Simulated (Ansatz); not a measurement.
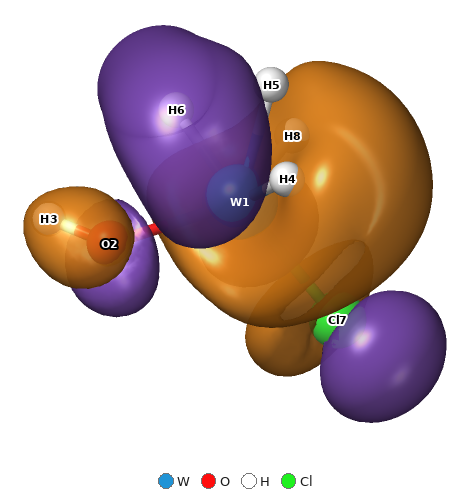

The picture shows: ClH₅OW. One frontier orbital at ±0.06 Å⁻³ᐟ² (orange and purple are the two phases), seen at a tilt.

Core potentials replace the inner electrons of W.

The calculation used Ansatz, RKS PBE0-D4/def2-SVP.

```xyz
8

W     0.1450   -0.3244    0.2081
O    -0.3078   -0.2378    2.0185
H    -1.1030    0.1119    2.4358
H     1.6506    0.4302    0.1084
H     0.2676    1.1101   -0.6567
H    -1.1871    0.6669    0.1506
Cl    0.3869   -2.4609   -0.5769
H    -0.7618   -0.2473   -1.1907
```

Which orbital is it: HOMO or LUMO?

Answer. The LUMO, at −2.53 eV. It lies mainly on W1 (about 65 %), Cl7 (about 10 %) and O2 (about 5 %).
